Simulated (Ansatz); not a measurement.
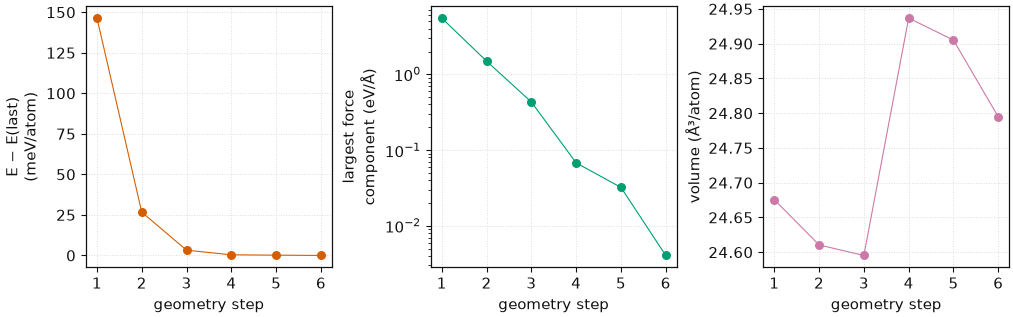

History of a geometry optimisation. Atoms and cell relax. A closing SCF on a freshly chosen basis isn't drawn.

```
crystal:
  lattice:
    - [0.0, 4.276269, 0.0]
    - [4.276269, 0.0, 0.0]
    - [2.138135, 2.138135, -6.74698]
  atoms:
    - { symbol: Rb, position: [0.3451, 0.3451, 0.3098] }
    - { symbol: Rb, position: [0.6549, 0.6549, 0.6902] }
    - { symbol: O, position: [0.1273, 0.1273, 0.7454] }
    - { symbol: O, position: [0.8727, 0.8727, 0.2546] }
    - { symbol: Pd, position: [0.0, 0.0, 0.0] }
  symmetry: { tolerance: 0.0003 }
kpoints:
  mp_grid: { grid: [8, 8, 8], shift: [0, 0, 0] }
magnetization:
  spin_polarized: false
scf:
  occupations: { method: fermi_dirac }
hamiltonian:
  pseudopotentials: { kind: paw }
  xc: pbe
basis:
  ecutwfc: "600 eV"
output:
  forces: true
  stress: true
  eigenvalues: true
relax:
  max_steps: 40
  cell: {}
```

Command:
```bash
ansatz run input.yaml --threads 1 --pin off --max-ram 2560MiB --backend cpu --events-out ev --progress --plain --runs-dir out
```

How did it end, and what did it gain?

The optimisation met its thresholds at geometry 6, counting the start as the first. The energy fell by about 150 meV/atom from the first step to the last. The largest force component goes from about 5.5 eV/Å at the start to 4 × 10⁻³ eV/Å at the end.

Was the starting cell too large or too small?

The volume grows from 24.68 to 24.79 Å³ per atom (+0.5 %), overshooting to 24.94 at step 4. The start was compressed.
